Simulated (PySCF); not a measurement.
## A study: COS, SMILES `O=C=S`

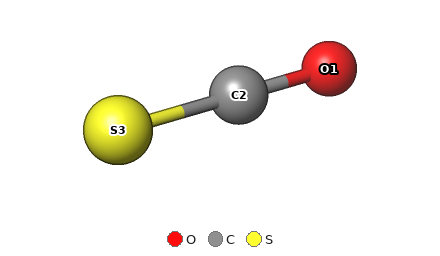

The molecule, with its atoms numbered as below. No frequency check shows the geometry to be a minimum.

Geometry (Å), atoms numbered from 1:

```
O1      -1.6669   -0.0000    0.0000
C2      -0.5128    0.0000    0.0000
S3       1.0257    0.0000    0.0000
```

### 1. Bonding charge

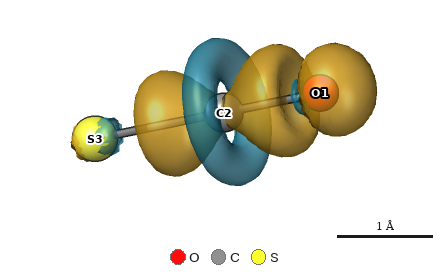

Deformation density (molecule less spherical, spin-averaged free atoms at the same positions), surfaces at ±0.15 e/Å³; yellow: gain, teal: loss.

Level of theory: HF/6-31+G* (PySCF), at a geometry from GFN2-xTB.

> Describe the bonding that the map shows.

O1–C2: +0.91 e/Å³ at the bond critical point (bond length 1.15 Å). C2–S3: +0.03 e/Å³ at the bond critical point (bond length 1.54 Å); up to 0.6 Å beside the axis the gain reaches +0.74 e/Å³. In all, 1.0 electrons gather in the regions of gain relative to the promolecule. A small or negative value marks a very polar bond, one between electron-rich atoms, whose free-atom densities already overlap strongly, a long bond to a heavier atom, or a closed-shell contact such as a hydrogen bond.

### 2. Bond critical points

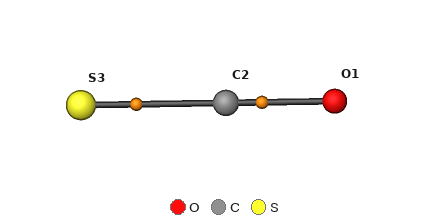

Molecular graph of the electron density (QTAIM): bond paths, bond critical points (orange), ring points (yellow, if any); weak paths are dashed.

> How many critical points of each kind are there, and does the count close?

3 nuclei, 2 bond, 0 ring and 0 cage critical points: 3 − 2 + 0 − 0 = 1, as the Poincaré–Hopf relation requires.

> Give the properties at the bond critical points.

```
 bond  length (Å)  ρ (a.u.)  ∇²ρ (a.u.)     ε  H (a.u.)
O1–C2       1.154     0.463       +0.83  0.00    −0.792
C2–S3       1.539     0.234       +0.99  0.00    −0.243
```

> What kind of interaction is C2–S3?

Polar or intermediate (positive Laplacian, negative energy density H): ρ = 0.234, ∇²ρ = +0.99, H = −0.243 a.u.

### 3. Local ionisation energy

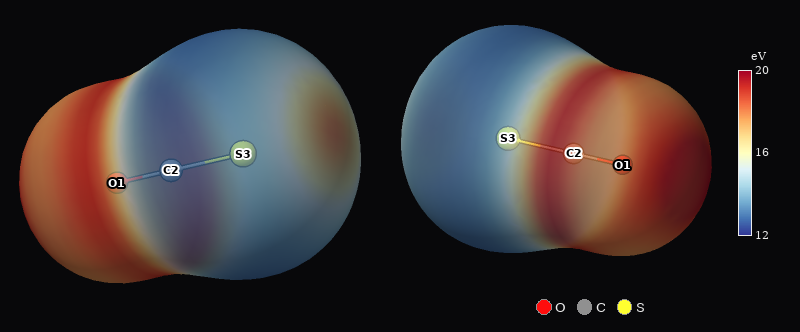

Average local ionisation energy on the surface of electron density 0.001 a.u. (back view left, front view right).

> Where are the most loosely bound electrons on this surface?

The lowest value is 12.9 eV, 2.2 Å from S3, and at like points elsewhere. Further minima include 17.7 eV, 1.8 Å from O1, and at like points elsewhere. For comparison, the highest occupied orbital lies at −11.5 eV.

> What volume does the surface enclose, and what is the dipole moment?

About 65 Å³; the dipole moment is 0.8 D.

### 4. In an electric field

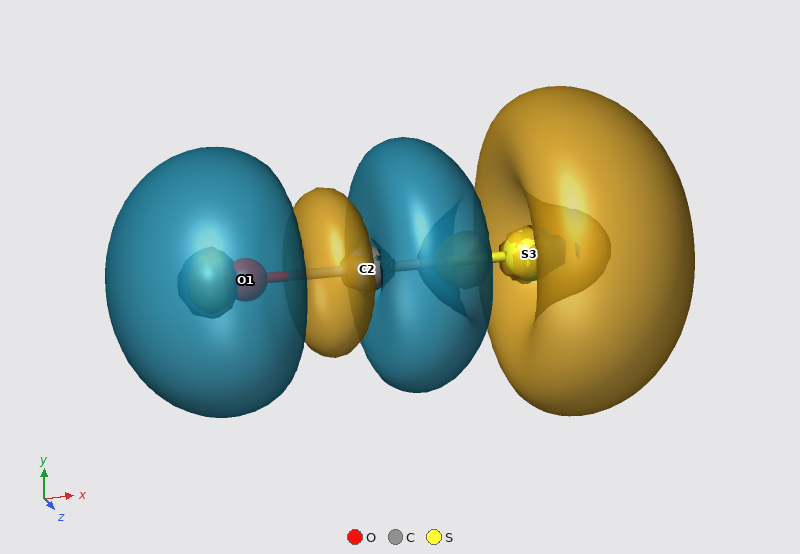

Change of the electron density in a uniform field of 0.51 V/Å, surfaces at ±0.003 e/Å³ (yellow: gain, teal: loss).

Computed with PySCF, PBE0/6-311+G**, geometry: GFN2-xTB. The basis has diffuse s and p functions alone, which still leaves polarisabilities too small, most of all across bonds.

> Along which Cartesian direction does the field point?

Along −x: electrons gather on the +x side, against the field.

> How large is the response?

The induced dipole is 1.25 D (along the field); α along this axis, from the fields in both directions, is 49 bohr³ (7.3 Å³).

> Which atoms gain and lose the most charge?

Electrons gather most on S3 (Hirshfeld charge changes by −0.071 e) and leave O1 most (+0.054 e); 0.094 electrons are displaced in all.

### 5. Localised orbitals

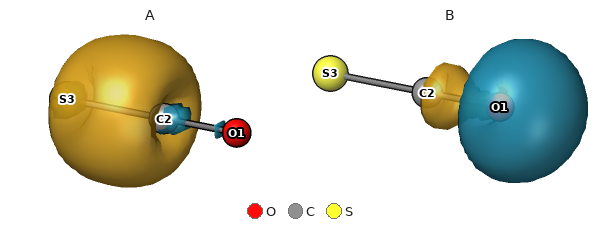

Intrinsic bond orbitals (IBO), occupied; each surface holds about 85 % of the orbital's density. Energies are diagonal elements of the Fock matrix.

Method: CAM-B3LYP/def2-TZVP; geometry: GFN2-xTB; program: PySCF.

> Name the orbitals, with their atomic make-up and energies.

By panel:
- A: σ bond C2–S3 (C2 60 %, S3 40 %; −22.6 eV)
- B: lone pair on O1 (sp0.9-type) (O1 100 %; −18.9 eV)

> How do all the valence pairs divide up?

8 pairs: 4 two-centre π bonds, 2 σ bonds and 2 lone pairs.
